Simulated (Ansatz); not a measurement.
**Cs₈Sb₂Ca₆F₂₄: geometry relaxation (part 2 of 2)**

Continued. System: Cs₈Sb₂Ca₆F₂₄ (defect cell, 40 atoms in the cell). Method: DFT, PBEsol, PAW, plane waves (Ansatz 0.2.0); cutoff 420 eV, 1×1×1 k-mesh, Fermi–Dirac smearing of 0.01 eV. 

Output, continued:
```
SCF iter   1: F=—  HF=-87532.791973 eV  |F-HF|=—  |Δ(HF+E_count)|=         —  Δρ=3.77e-3  dr2=7.87e-2  ethr=2.49e-4  ⟨swp⟩=3.0  Hψ=399  notcnv=0  defer=35
preconditioner: auto → Resta (q_TF=auto, 2.392 Å⁻¹)  ε∞=3.5  [insulator: Δε(μ)=1.550 eV  Ē_g=13.721 eV  σ=0.010 eV  W_gap=1.00  n_scr=170 (ndim 8)  ℏωp=21.8 eV  f_vac=0.025  D(μ)=0.00/eV (n_scr^D=0)  ε∞_Penn≈3.5]
SCF iter   2: F=—  HF=-87532.769473 eV  |F-HF|=—  |Δ(HF+E_count)|=   2.25e-2  Δρ=1.63e-3  dr2=1.05e-2  ethr=2.38e-5  ⟨swp⟩=3.0  Hψ=405  notcnv=0  defer=35
SCF iter   3: F=—  HF=-87532.766601 eV  |F-HF|=—  |Δ(HF+E_count)|=   2.87e-3  Δρ=5.98e-4  dr2=1.64e-3  ethr=3.17e-6  ⟨swp⟩=2.0  Hψ=334  notcnv=0  defer=35
SCF iter   4: F=—  HF=-87532.766307 eV  |F-HF|=—  |Δ(HF+E_count)|=   2.94e-4  Δρ=2.02e-4  dr2=1.40e-4  ethr=4.98e-7  ⟨swp⟩=2.0  Hψ=324  notcnv=0  defer=35
SCF iter   5: F=—  HF=-87532.766288 eV  |F-HF|=—  |Δ(HF+E_count)|=   1.94e-5  Δρ=4.24e-5  dr2=1.49e-5  ethr=4.26e-8  ⟨swp⟩=2.0  Hψ=316  notcnv=0  defer=35
SCF iter   6: F=—  HF=-87532.766475 eV  |F-HF|=—  |Δ(HF+E_count)|=   1.88e-4  Δρ=2.28e-5  dr2=2.50e-6  ethr=4.52e-9  ⟨swp⟩=2.0  Hψ=335  notcnv=0  defer=35
SCF iter   7: F=—  HF=-87532.766476 eV  |F-HF|=—  |Δ(HF+E_count)|=   3.57e-7  Δρ=1.14e-5  dr2=5.66e-7  ethr=7.59e-10  ⟨swp⟩=2.0  Hψ=319  notcnv=0  defer=35
SCF iter   8: F=-87532.766476 eV  HF=-87532.766476 eV  |F-HF|=7.73e-9  |Δ(HF+E_count)|=   9.86e-8  Δρ=2.25e-6  dr2=2.97e-8  ethr=3.03e-11  ⟨swp⟩=11.0  Hψ=1043  notcnv=0
SCF 30 converged in 8 iterations: F = -87532.766476 eV  dr2 = 2.97e-8
  greatest PAW one-centre occupation: 0.998 electrons in one spin orbital (limit 2), on the Sb atom at site 8 (counted from 0), in its partial waves of l = 2
relax step  30: F+E_penalty+E_count = -87532.76647580 eV  Δ(F+E_penalty+E_count) = -3.042e-3 eV  max|allowed force component| = 8.227e-2 eV/Å  Δτ_max = 0.0380 Å  (8 SCF iters, accepted)
SCF iter   1: F=—  HF=-87532.789788 eV  |F-HF|=—  |Δ(HF+E_count)|=         —  Δρ=3.41e-3  dr2=6.33e-2  ethr=2.01e-4  ⟨swp⟩=4.0  Hψ=397  notcnv=0  defer=35
preconditioner: auto → Resta (q_TF=auto, 2.392 Å⁻¹)  ε∞=3.5  [insulator: Δε(μ)=1.539 eV  Ē_g=13.719 eV  σ=0.010 eV  W_gap=1.00  n_scr=170 (ndim 8)  ℏωp=21.8 eV  f_vac=0.025  D(μ)=0.00/eV (n_scr^D=0)  ε∞_Penn≈3.5]
SCF iter   2: F=—  HF=-87532.771587 eV  |F-HF|=—  |Δ(HF+E_count)|=   1.82e-2  Δρ=1.47e-3  dr2=8.35e-3  ethr=1.92e-5  ⟨swp⟩=3.0  Hψ=405  notcnv=0  defer=35
SCF iter   3: F=—  HF=-87532.769274 eV  |F-HF|=—  |Δ(HF+E_count)|=   2.31e-3  Δρ=5.24e-4  dr2=1.22e-3  ethr=2.53e-6  ⟨swp⟩=3.0  Hψ=335  notcnv=0  defer=35
SCF iter   4: F=—  HF=-87532.769049 eV  |F-HF|=—  |Δ(HF+E_count)|=   2.25e-4  Δρ=1.80e-4  dr2=9.52e-5  ethr=3.69e-7  ⟨swp⟩=2.0  Hψ=324  notcnv=0  defer=35
SCF iter   5: F=—  HF=-87532.769296 eV  |F-HF|=—  |Δ(HF+E_count)|=   2.47e-4  Δρ=3.97e-5  dr2=1.03e-5  ethr=2.89e-8  ⟨swp⟩=2.0  Hψ=334  notcnv=0  defer=35
SCF iter   6: F=—  HF=-87532.769298 eV  |F-HF|=—  |Δ(HF+E_count)|=   2.52e-6  Δρ=2.13e-5  dr2=2.36e-6  ethr=3.12e-9  ⟨swp⟩=2.0  Hψ=329  notcnv=0  defer=35
SCF iter   7: F=—  HF=-87532.769298 eV  |F-HF|=—  |Δ(HF+E_count)|=   9.77e-8  Δρ=8.18e-6  dr2=3.14e-7  ethr=7.15e-10  ⟨swp⟩=2.0  Hψ=319  notcnv=0  defer=35
SCF iter   8: F=-87532.769298 eV  HF=-87532.769298 eV  |F-HF|=6.21e-9  |Δ(HF+E_count)|=   1.00e-7  Δρ=1.93e-6  dr2=2.43e-8  ethr=3.03e-11  ⟨swp⟩=12.0  Hψ=987  notcnv=0
SCF 31 converged in 8 iterations: F = -87532.769298 eV  dr2 = 2.43e-8
relax step  31: F+E_penalty+E_count = -87532.76929805 eV  Δ(F+E_penalty+E_count) = -2.822e-3 eV  max|allowed force component| = 2.612e-2 eV/Å  Δτ_max = 0.0455 Å  (8 SCF iters, accepted)
```

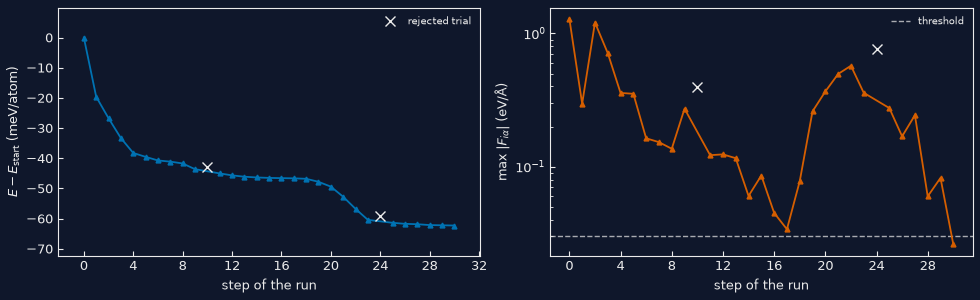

Figure 1. Progress of the relaxation, step by step (the first geometry is step 0 here and step 1 in the log).

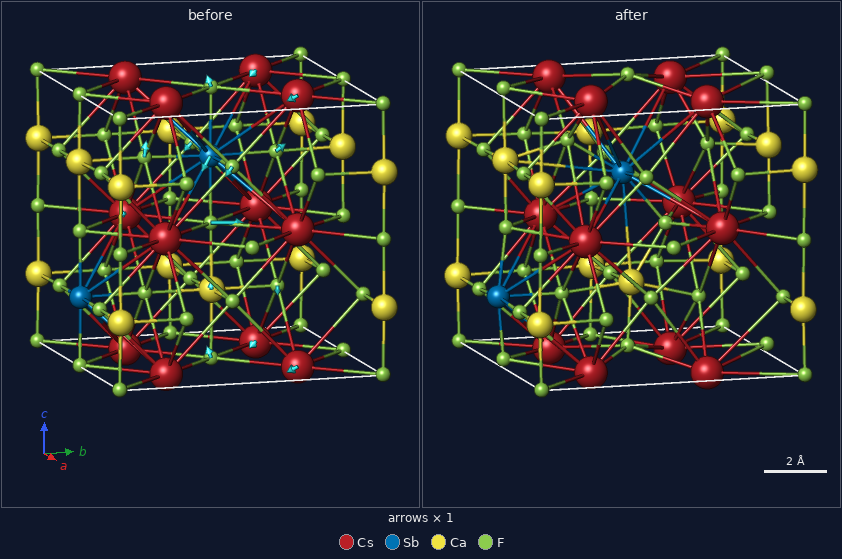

Figure 2. Before (left) and after (right) the relaxation, at one scale (ball-and-stick view of the cell of the calculation (origin shifted), seen slightly off an axis). The teal arrows give the displacements, at true length. The atom that moves furthest is F17 (1.15 Å). Largest moves by element: F 1.15 Å, Sb 0.61 Å, Cs 0.45 Å, Ca 0.26 Å. The cell doesn't change. Distances before and after: Cs1–F17 3.154 → 4.270 Å, Cs5–F17 3.220 → 4.275 Å, Sb9–F18 2.285 → 3.237 Å, Sb9–Ca11 4.441 → 3.660 Å. Bonds break: Cs1–F17 (3.15 → 4.27 Å), Cs5–F17 (3.22 → 4.27 Å), Sb9–F18 (2.29 → 3.24 Å), Sb9–F35 (2.25 → 3.02 Å). Among the angles that change: Sb9–F17–Ca11 178.2° → 108.2°, Sb9–F33–Ca12 176.4° → 133.4°, F17–Ca11–F34 88.8° → 127.5°. Over 30 geometry steps the energy falls by 62.3 meV per atom. The largest force component goes from 1.3 to 0.026 eV/Å. The line search rejected the trial steps at points 10, 24 (counted from 0) and went back. (Atoms are counted from 1 in the order of the input.)

```
SCF converged after 8 iterations
Free energy (F): -87532.769298 eV
Harris-Foulkes:  -87532.769298 eV  (|F-HF|=6.21e-9)
Internal energy: -87532.769298 eV  (E = F + TS)
E sigma→0 (E₀):  -87532.769298 eV
Fermi energy:    8.660616 eV
--- Per-component energies (eV) ---
  E_band       = -2056.898660
  E_kinetic    = 8200.435693
  E_local      = -25026.766822  (includes V_loc(G=0)·N_el)
  E_nonlocal   = 3133.337945
  E_hartree    = 9722.694720
  E_xc         = -4383.040900
  E_vxc        = -4690.048955  (∫ρ·V_xc dr)
  E_paw        = -58529.507945  (= ΣΔE_a)
  E_vpaw       = -3119.290577  (= ΣTr[D̂ρ^β])
  E_aug_tail   = 0.048700  (compensation charges beyond the density's cutoff)
  E_ewald      = -20653.519072
  E_core_change = 3.548384  (= ΣΔE_core)
  E_smearing   = -0.000000  (= −TS)
  E_closure    = 0.000000  (closes the sum)
  Σ components = -87532.769298   (vs F -87532.769298, Δ=0.00e0)
--- Forces (eV/Å), atoms counted from 1 ---
  atom   1  Cs     0.00546018    -0.00244716    -0.00114658
  atom   2  Cs     0.00299877    -0.00135760     0.00533793
  atom   3  Cs    -0.00948361     0.00530498     0.00056411
  atom   4  Cs    -0.00015529     0.00385313    -0.01263370
  atom   5  Cs     0.00228620    -0.00067669     0.00096001
  atom   6  Cs    -0.00517564     0.00166381     0.00405821
  atom   7  Cs     0.00433446     0.00128716     0.00038739
  atom   8  Cs     0.00062521    -0.00151991    -0.01372559
  atom   9  Sb    -0.00067942     0.02143414     0.01336820
  atom  10  Sb    -0.00594347    -0.00796245    -0.00159568
  atom  11  Ca     0.00163603    -0.01827019    -0.00750353
  atom  12  Ca    -0.00420286    -0.01165519    -0.00158244
  atom  13  Ca     0.00358489     0.00006411     0.01001771
  atom  14  Ca    -0.00247818    -0.01006255    -0.01280479
  atom  15  Ca     0.00015083    -0.00440223     0.00425687
  atom  16  Ca    -0.00377775     0.00938761    -0.00413062
  atom  17  F      0.00307467     0.00569130     0.01801964
  atom  18  F      0.00292277    -0.02401925    -0.01037229
  atom  19  F     -0.00406009     0.01825802     0.00608971
  atom  20  F     -0.00245479    -0.01716043    -0.01520004
  atom  21  F     -0.00155185    -0.00043059     0.00036320
  atom  22  F      0.00107790     0.00584255    -0.00260974
  atom  23  F     -0.00105600    -0.00076445    -0.00387809
  atom  24  F     -0.00146096    -0.00315852     0.00017166
  atom  25  F      0.00216520    -0.00104822     0.00353540
  atom  26  F      0.00527845     0.00265805     0.00235171
  atom  27  F     -0.00223012    -0.00064743     0.00096547
  atom  28  F      0.01270869    -0.00242755     0.00096823
  atom  29  F     -0.00875087    -0.00151523    -0.00021438
  atom  30  F     -0.00546335     0.00352973     0.00983834
  atom  31  F      0.00592435    -0.00098725     0.00369027
  atom  32  F     -0.00254919    -0.00170059     0.00420344
  atom  33  F      0.00336964     0.00894033    -0.00448117
  atom  34  F     -0.00225217     0.00754003     0.00914838
  atom  35  F      0.00612889    -0.00431510    -0.00056204
  atom  36  F      0.00064866     0.02611423    -0.00802558
  atom  37  F      0.00160142     0.00392759    -0.00432755
  atom  38  F     -0.00261555    -0.00112308     0.00521544
  atom  39  F     -0.00157966    -0.00554553     0.00209071
  atom  40  F      0.00194519    -0.00233980    -0.00073648
  max |Σ_I F_I| component: 7.17e-5 eV/Å
--- Band table (eV) ---
  k-point 0: bands = ["-32.6901", "-32.4689", "-32.4044", "-32.3905", "-32.2317", "-32.1240", "-23.5665", "-23.5504", "-23.4898", "-23.4859", "-23.4648", "-21.5704", "-21.5256", "-21.0906", "-21.0679", "-20.9419", "-17.5279", "-17.2272", "-17.0256", "-16.9356", "-16.7278", "-16.7042", "-16.6305", "-16.5535", "-16.5350", "-16.5187", "-16.4924", "-16.4774", "-16.4509", "-16.3510", "-16.2881", "-16.2799", "-16.2167", "-16.1578", "-16.1463", "-16.1123", "-15.9522", "-15.9456", "-15.4415", "-15.2322",
      "-14.1262", "-14.0844", "-14.0755", "-14.0571", "-14.0418", "-14.0273", "-14.0251", "-14.0040", "-13.6977", "-13.6725", "-13.6593", "-13.5523", "-13.5460", "-13.4318", "-13.3819", "-13.3397", "-13.2971", "-13.1454", "-13.0975", "-13.0564", "-13.0301", "-13.0242", "-12.9144", "-12.8387", "-12.7671", "-12.6452", "-3.7986", "-2.1854", "-1.6230", "-1.5699", "-1.4962", "-1.4784", "-1.4477", "-1.4122", "-1.3808", "-1.3480", "-1.3210", "-1.2606", "-1.2276", "-1.1777",
      "-1.1377", "-1.0981", "-1.0827", "-1.0735", "-1.0269", "-0.9935", "-0.9722", "-0.9225", "-0.9083", "-0.8645", "-0.8539", "-0.7626", "-0.2057", "-0.1150", "0.0073", "0.8093", "0.8449", "1.0978", "1.2396", "1.3023", "1.3466", "1.3664", "1.4195", "1.5205", "1.5815", "1.6133", "1.6320", "1.6736", "1.7211", "1.7513", "1.7715", "1.8061", "1.8214", "1.8389", "1.9186", "1.9316", "1.9840", "2.0058", "2.0355", "2.0755",
      "2.0946", "2.1590", "2.1628", "2.1849", "2.2082", "2.2130", "2.2424", "2.2616", "2.2800", "2.3199", "2.3549", "2.3704", "2.3805", "2.4107", "2.4202", "2.4528", "2.4792", "2.4959", "2.5108", "2.5451", "2.5594", "2.5784", "2.6227", "2.6364", "2.6549", "2.6879", "2.7001", "2.7338", "2.7668", "2.8149", "2.8399", "2.8594", "2.8769", "2.9066", "2.9181", "2.9485", "3.2592", "3.4581", "3.5432", "3.5933",
      "3.6738", "3.6992", "4.2512", "4.6908", "7.8905", "9.4307", "9.5512", "9.6804", "10.0617", "10.2159", "11.1947", "11.5760", "11.6416", "11.7169", "11.7404", "11.8052", "11.8259", "11.8708", "11.9135", "11.9588", "12.0217", "12.0485", "12.0927", "12.1261", "12.1594", "12.2048", "12.2409", "12.2631", "12.3161", "12.3549", "12.3854", "12.4067", "12.4459", "12.4861", "12.5664", "12.6308", "12.6865", "12.7640", "12.7904", "12.8679",
      "12.9457", "12.9730", "13.0584", "13.1020", "13.2404"]
--- Relaxed structure (31 steps of the walk, 29 accepted, 0 SCFs on fresh bases) ---
  F+E_penalty+E_count = -87532.76929805 eV   max|allowed force component| = 2.612e-2 eV/Å
  atoms:
    - { symbol: Cs, position: [0.9777210573340692, -0.013170622598588326, -0.006950929653137924] }
    - { symbol: Cs, position: [0.9983139007312135, 0.012545068153758164, 0.5060834942801347] }
    - { symbol: Cs, position: [0.9828143037245024, 0.510809024199607, 0.01236840490973527] }
    - { symbol: Cs, position: [1.0204340106244694, 0.46518432650100605, 0.48147178514687305] }
    - { symbol: Cs, position: [0.5235966031660261, 0.9871589151097072, -0.006000456904256154] }
    - { symbol: Cs, position: [0.5023192613030889, 0.014149538079647476, 0.5048273306525989] }
    - { symbol: Cs, position: [0.5189932693860339, 0.5086732312426095, 0.012251306313952288] }
    - { symbol: Cs, position: [0.4762118443508843, 0.46339713667916693, 0.4746812179834862] }
    - { symbol: Sb, position: [0.25119827026867647, 0.212902146704623, 0.18670912962033112] }
    - { symbol: Sb, position: [0.24997665141980382, 0.7409759846617524, 0.7548387064514811] }
    - { symbol: Ca, position: [0.2509281205751801, 0.24499681823427852, 0.780794429601819] }
    - { symbol: Ca, position: [0.2505204585556195, 0.7673678058098362, 0.2562680717448831] }
    - { symbol: Ca, position: [0.7522094724999016, 0.24218786749806187, 0.24393000966347408] }
    - { symbol: Ca, position: [0.7504376939715994, 0.25097664117799856, 0.7499086723014358] }
    - { symbol: Ca, position: [0.7503464001779004, 0.7480760888755806, 0.2570256885978353] }
    - { symbol: Ca, position: [0.7485176541773472, 0.7432003322904749, 0.7411834908166816] }
    - { symbol: F, position: [0.24998991891664205, 0.3761214665635729, 0.9913720238186926] }
    - { symbol: F, position: [0.24784037527383332, 0.23289903485573069, 0.5462018212609856] }
    - { symbol: F, position: [0.257488017882224, 0.7680919429638375, 1.0101774848509315] }
    - { symbol: F, position: [0.25346722416048334, 0.7599017855869926, 0.523831520277914] }
    - { symbol: F, position: [0.7521173789504568, 0.2505236065291809, 0.9970686855446851] }
    - { symbol: F, position: [0.7511375036238506, 0.2466426752824619, 0.49616384710544414] }
    - { symbol: F, position: [0.7495923260317355, 0.7455337956981749, 0.996855298345861] }
    - { symbol: F, position: [0.7476985283983375, 0.7498922025742465, 0.5001921248821082] }
    - { symbol: F, position: [-0.003269134163944003, 0.22274546365604564, 0.2150497536859917] }
    - { symbol: F, position: [0.9993422881341499, 0.2440587032871281, 0.7686247172938415] }
    - { symbol: F, position: [-0.0012595794194359953, 0.7638689216441799, 0.25065482219887975] }
    - { symbol: F, position: [0.0005660154897908782, 0.747113281465634, 0.7375306533418944] }
    - { symbol: F, position: [0.5086950361531902, 0.2223848225889567, 0.2143330573983088] }
    - { symbol: F, position: [0.5018947221546991, 0.2426343317662723, 0.7675945901714694] }
    - { symbol: F, position: [0.5015977446380865, 0.7588177068822402, 0.25265985971500843] }
    - { symbol: F, position: [0.492339895535732, 0.7472983598918725, 0.7411586436382058] }
    - { symbol: F, position: [0.24967048002662223, 1.0035582257553772, 0.31771136441666825] }
    - { symbol: F, position: [0.25328554205808107, 0.981369310920115, 0.7550631157078225] }
    - { symbol: F, position: [0.2423267233408902, 0.5374134143900959, 0.27369443278649935] }
    - { symbol: F, position: [0.25622112140115977, 0.5005652847715399, 0.7155534461249522] }
    - { symbol: F, position: [0.7507339279612081, 0.9955800405553327, 0.25007772882525403] }
    - { symbol: F, position: [0.749505732536473, -0.004599380779679422, 0.7459236872122678] }
    - { symbol: F, position: [0.7520091292974129, 0.49430012367866244, 0.25215832607956623] }
    - { symbol: F, position: [0.748419109352006, 0.4985085768525099, 0.7514416437894201] }
--- Löwdin populations: 40 sites ---
  site symbol       q [e]
     0     Cs      8.1384
     1     Cs      8.1245
     2     Cs      8.1217
     3     Cs      8.1298
     4     Cs      8.1418
     5     Cs      8.1268
     6     Cs      8.1224
     7     Cs      8.1335
     8     Sb     14.4472
     9     Sb     13.3230
    10     Ca      8.2698
    11     Ca      8.2517
    12     Ca      8.2618
    13     Ca      8.2606
    14     Ca      8.2596
    15     Ca      8.2550
    16      F      7.6645
    17      F      7.7605
    18      F      7.6684
    19      F      7.5949
    20      F      7.7644
    21      F      7.7680
    22      F      7.7697
    23      F      7.7645
    24      F      7.6625
    25      F      7.7658
    26      F      7.7659
    27      F      7.6489
    28      F      7.6691
    29      F      7.7656
    30      F      7.7658
    31      F      7.6303
    32      F      7.6515
    33      F      7.6210
    34      F      7.7561
    35      F      7.6299
    36      F      7.7646
    37      F      7.7681
    38      F      7.7677
    39      F      7.7659
  spilling = 0.007512 (of n_electrons = 330.000000)
```

The run was set up as follows.

Input:
```yaml
crystal:
  lattice:
    - [8.988828, 0.000000, 0.000000]
    - [0.000000, 8.988828, 0.000000]
    - [0.000000, 0.000000, 8.988828]
  atoms:
    - { symbol: Cs, position: [0.997176, 0.002850, 0.001073] }
    - { symbol: Cs, position: [0.999248, 0.000888, 0.502304] }
    - { symbol: Cs, position: [0.999903, 0.499084, 0.002914] }
    - { symbol: Cs, position: [0.996813, 0.497071, 0.499877] }
    - { symbol: Cs, position: [0.501439, 0.996211, 0.000062] }
    - { symbol: Cs, position: [0.500945, 0.000197, 0.499904] }
    - { symbol: Cs, position: [0.501158, 0.500030, 0.004818] }
    - { symbol: Cs, position: [0.501374, 0.499685, 0.498937] }
    - { symbol: Sb, position: [0.254141, 0.245158, 0.246443] }
    - { symbol: Sb, position: [0.251234, 0.753355, 0.752172] }
    - { symbol: Ca, position: [0.248629, 0.252068, 0.752514] }
    - { symbol: Ca, position: [0.252954, 0.747323, 0.252410] }
    - { symbol: Ca, position: [0.753212, 0.248427, 0.249100] }
    - { symbol: Ca, position: [0.751938, 0.246772, 0.749400] }
    - { symbol: Ca, position: [0.749644, 0.750928, 0.247820] }
    - { symbol: Ca, position: [0.748957, 0.750767, 0.748054] }
    - { symbol: F, position: [0.247446, 0.248819, 0.997977] }
    - { symbol: F, position: [0.252533, 0.248219, 0.500627] }
    - { symbol: F, position: [0.250891, 0.751023, 0.996666] }
    - { symbol: F, position: [0.252628, 0.750560, 0.501429] }
    - { symbol: F, position: [0.750632, 0.248885, 0.997421] }
    - { symbol: F, position: [0.752994, 0.249866, 0.502508] }
    - { symbol: F, position: [0.746816, 0.749425, 0.999650] }
    - { symbol: F, position: [0.747254, 0.746741, 0.501087] }
    - { symbol: F, position: [0.002642, 0.253132, 0.249042] }
    - { symbol: F, position: [0.998855, 0.248748, 0.748118] }
    - { symbol: F, position: [0.000187, 0.749448, 0.248846] }
    - { symbol: F, position: [0.001478, 0.752792, 0.750233] }
    - { symbol: F, position: [0.508151, 0.249406, 0.252632] }
    - { symbol: F, position: [0.498836, 0.252768, 0.754207] }
    - { symbol: F, position: [0.501897, 0.753510, 0.255271] }
    - { symbol: F, position: [0.497419, 0.749215, 0.752365] }
    - { symbol: F, position: [0.247347, 0.996912, 0.254036] }
    - { symbol: F, position: [0.250624, 0.997323, 0.754448] }
    - { symbol: F, position: [0.248521, 0.495787, 0.248037] }
    - { symbol: F, position: [0.248355, 0.501681, 0.752245] }
    - { symbol: F, position: [0.750254, 0.999917, 0.246344] }
    - { symbol: F, position: [0.746447, 0.000930, 0.747207] }
    - { symbol: F, position: [0.750356, 0.498375, 0.251359] }
    - { symbol: F, position: [0.754621, 0.500358, 0.750926] }
  symmetry: { detect: false }
kpoints:
  mp_grid: { grid: [1, 1, 1], shift: [0.25, 0.25, 0.25] }
hamiltonian:
  xc: pbesol
scf:
  occupations: { method: fermi_dirac, width: 0.01 }
relax:
  f_tol: 0.03
  max_steps: 80
  escape_saddle: false
  adjacent_minimum: "off"
output:
  forces: true
  eigenvalues: true
  populations: true
```

Launch command:
```bash
ansatz run in.yaml --threads 8 --pin off --max-ram 13300MiB --runs-dir r --events-out ev --progress --plain
```

Summary:

| quantity | value |
| --- | --- |
| outcome | converged |
| electrons treated | 330 |
| free energy | −87532.7693 eV |
| Fermi energy | 8.661 eV |
| largest force (length of the vector) at the end | 0.027 eV/Å |
| hardware | 8 threads of AMD EPYC, 14 GiB of memory available, shared host |
| wall time | 55 s (CPU time 6.1 min) |
| peak memory | 1.4 GiB |

Remarks:

The k-point mesh is coarse for a cell of this size, so the results may not be converged.
